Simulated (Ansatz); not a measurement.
**Amorphous Si24O51Lu2**

A CHGNet melt-quench gave the starting glass, which DFT then relaxed. O atoms were pushed apart under 1.9 Å during the dynamics, to hinder bonds among them. The hot cell started wider than the set density and was brought back towards it in steps. It is the lowest in DFT energy of 2 quenches. It is a model cell: composition and starting density were chosen by hand, and all elements were melted together. No dispersion term was used.

Methods: PBE, scalar-relativistic without spin-orbit coupling (Ansatz, an electronic-structure program); r2SCAN, scalar-relativistic without spin-orbit coupling (Ansatz); HSE06, scalar-relativistic without spin-orbit coupling (Ansatz). Geometry, pressure, stress and energy are those of the PBE run. Its sampling: a 2×2×2 Γ-centred mesh; Fermi-Dirac width 0.02 eV; no spin polarisation. Other functionals are single points at the zone centre (r2SCAN at 500 eV; exact exchange cut at the cell's faces), free to take moments where seeds were set. At PBE the levels at the filled edge of the gap are localised (band-tail or defect states), and the nearest spread-out levels lie 5.1 eV apart at the zone centre.

- Number of atoms in the cell = 77
- Density (held, not predicted) = 2.64 g/cm³
- Volume per atom = 15.04 Å³
- Pressure on a 2×2×2 Γ-centred mesh = -0.74 GPa
- Largest force and stress component on that mesh (the relaxation ran on the zone centre alone) = 0.02 eV/Å and 0.8 GPa
- Level gap on a 2×2×2 Γ-centred mesh (PBE) = 4.10 eV
- Level gap at the zone centre (PBE) = 4.10 eV
- Level gap at the zone centre (r2SCAN) = 4.69 eV
- Level gap at the zone centre (HSE06) = 5.83 eV

Neighbours within Si-Si 2.60 Å, Si-O 1.90 Å, Si-Lu 3.28 Å, O-O 1.58 Å, O-Lu 2.78 Å, Lu-Lu 4.11 Å count as bonded. Two cations that share two anions don't count as bonded, nor two that share one unless they lie closer than Si-Si 2.38 Å, Si-Lu 3.19 Å, Lu-Lu 4.00 Å.

The mean coordination of Si by anions is 4.00 (24 with 4). The mean coordination of O is 2.10 (46 with 2, 5 with 3). The mean coordination of Lu by anions is 5.50 (1 with 5, 1 with 6). The mean Si-O bond is 1.640 Å (spread 0.026 Å, 96 counted) and the mean O-Lu bond is 2.294 Å (spread 0.213 Å, 11 counted).

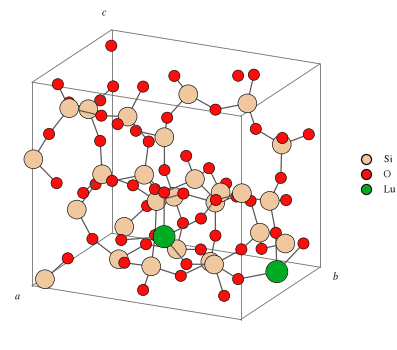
Figure. The relaxed cell

Its density started from a set value of 2.64 g/cm³. The quench (nominally 400 K/ps over its main leg) was far faster than any real one, so the model tends to hold more defects than a real film. One small periodic cell is one sample of the glass; other quenches scatter about these values. The volume was held where the preparation left it and the shape relaxed, at a PBE pressure of -0.7 GPa (tension). Stress components on the final sampling reach 0.8 GPa.
